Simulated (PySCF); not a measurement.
**C7H8, SMILES `Cc1ccccc1`: what the electrons do**

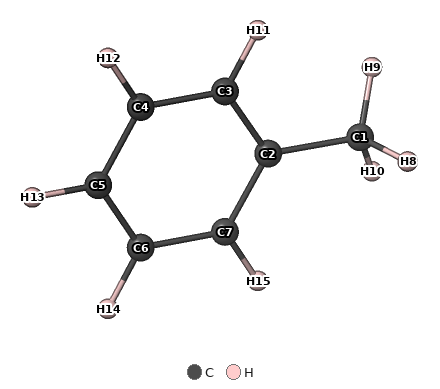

The molecule, with its atoms numbered as below. No frequency check shows the geometry to be a minimum.

Coordinates in Å:

```
C1      -2.4026   -0.0006   -0.0050
C2      -0.9036    0.0001    0.0101
C3      -0.1946    1.1946    0.0057
C4       1.1888    1.1964   -0.0014
C5       1.8851    0.0001   -0.0047
C6       1.1890   -1.1963   -0.0016
C7      -0.1945   -1.1947    0.0056
H8      -2.7638    0.0029   -1.0342
H9      -2.7962    0.8852    0.4894
H10     -2.7961   -0.8857    0.4893
H11     -0.7328    2.1322    0.0096
H12      1.7252    2.1344   -0.0032
H13      2.9651    0.0001   -0.0083
H14      1.7255   -2.1342   -0.0035
H15     -0.7326   -2.1324    0.0094
```

Part 1: Bonding charge

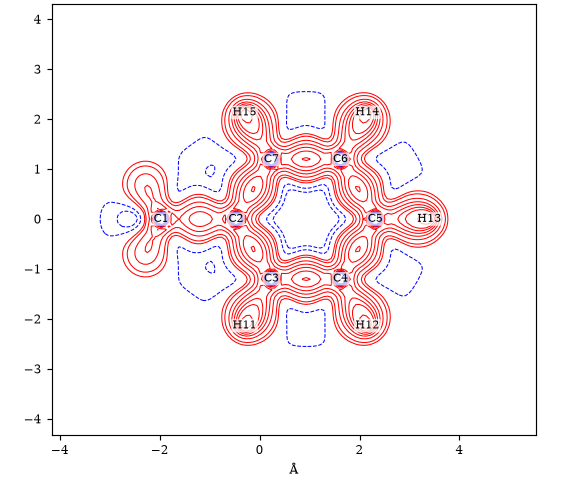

Deformation density (molecule less spherical, spin-averaged free atoms) in a plane through 12 of the atoms; contours at ±0.05 to ±0.8 e/Å³; solid red lines: gain, dashed blue lines: loss.

Level of theory: TPSSh/6-31G* (PySCF), at a geometry from GFN2-xTB.

Describe the bonding that the map shows.

Answer. C5–H13: +0.67 e/Å³ at the bond critical point (bond length 1.08 Å, Mayer order 0.9). C4–H12 and C6–H14: +0.67 e/Å³ at the bond critical point (bond length 1.08 Å, Mayer order 0.9). C7–H15 and C3–H11: +0.66 e/Å³ at the bond critical point (bond length 1.08 Å, Mayer order 0.9). C3–C4 and C6–C7: +0.61 e/Å³ at the bond critical point (bond length 1.38 Å, Mayer order 1.4). C2–C3 and C2–C7: +0.61 e/Å³ at the bond critical point (bond length 1.39 Å, Mayer order 1.4). C5–C6 and C4–C5: +0.61 e/Å³ at the bond critical point (bond length 1.38 Å, Mayer order 1.5). C1–C2: +0.47 e/Å³ at the bond critical point (bond length 1.50 Å, Mayer order 1.0). In all, 3.1 electrons gather in the regions of gain relative to the promolecule.

Where do the Hirshfeld charges lie?

Answer. The highest Hirshfeld charge is on H12 and H14 (+0.04 e), the lowest on C1 (−0.09 e).

| atom | charge (e) |
| --- | --- |
| C1 | −0.09 |
| C2 | +0.01 |
| C3 | −0.05 |
| C4 | −0.04 |
| C5 | −0.05 |
| C6 | −0.04 |
| C7 | −0.05 |
| H8 | +0.04 |
| H9 | +0.04 |
| H10 | +0.04 |
| H11 | +0.04 |
| H12 | +0.04 |
| H13 | +0.04 |
| H14 | +0.04 |
| H15 | +0.04 |

Part 2: Bond critical points

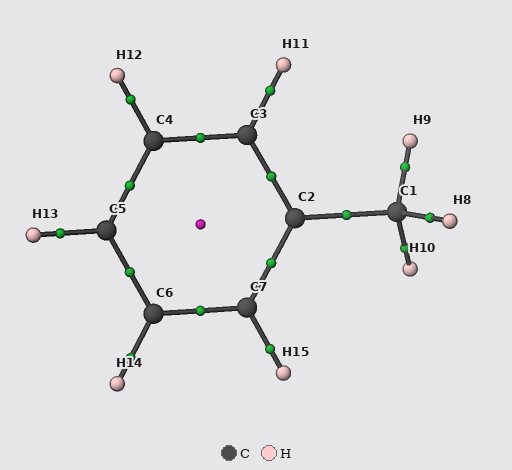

Molecular graph of the electron density (QTAIM): bond paths, bond critical points (green), ring points (magenta, if any); weak paths are dashed.

How many critical points of each kind are there, and does the count close?

Answer. 15 nuclei, 15 bond, 1 ring and 0 cage critical points: 15 − 15 + 1 − 0 = 1, as the Poincaré–Hopf relation requires.

Give the properties at the bond critical points.

Answer.
```
            bond  length (Å)  ρ (a.u.)  ∇²ρ (a.u.)     ε  H (a.u.)
 C3–C4 (2 alike)       1.383     0.317       −0.89  0.22    −0.326
 C5–C6 (2 alike)       1.384     0.317       −0.89  0.22    −0.325
 C2–C3 (2 alike)       1.389     0.315       −0.87  0.22    −0.320
          C5–H13       1.080     0.281       −0.98  0.01    −0.284
C4–H12 (2 alike)       1.080     0.281       −0.98  0.01    −0.283
C7–H15 (2 alike)       1.081     0.280       −0.97  0.02    −0.282
C1–H10 (2 alike)       1.087     0.275       −0.92  0.01    −0.272
           C1–H8       1.091     0.271       −0.90  0.01    −0.266
           C1–C2       1.499     0.258       −0.62  0.03    −0.216
```

What kind of interaction is C4–H12?

Answer. Shared-shell (covalent): ρ = 0.281, ∇²ρ = −0.98, H = −0.283 a.u.

Part 3: Local ionisation energy

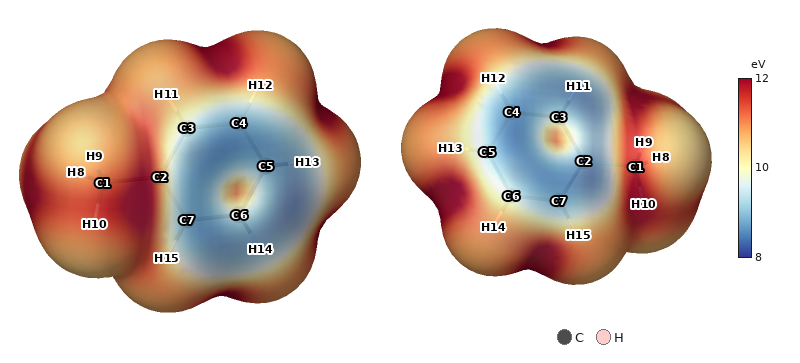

Average local ionisation energy on the surface of electron density 0.001 a.u. (back view left, front view right).

Locate the minima of the map.

Answer. The lowest value is 8.5 eV, over C7, off the plane of its three bonds (2.0 Å), and at like points elsewhere. For comparison, the highest occupied orbital lies at −6.1 eV.
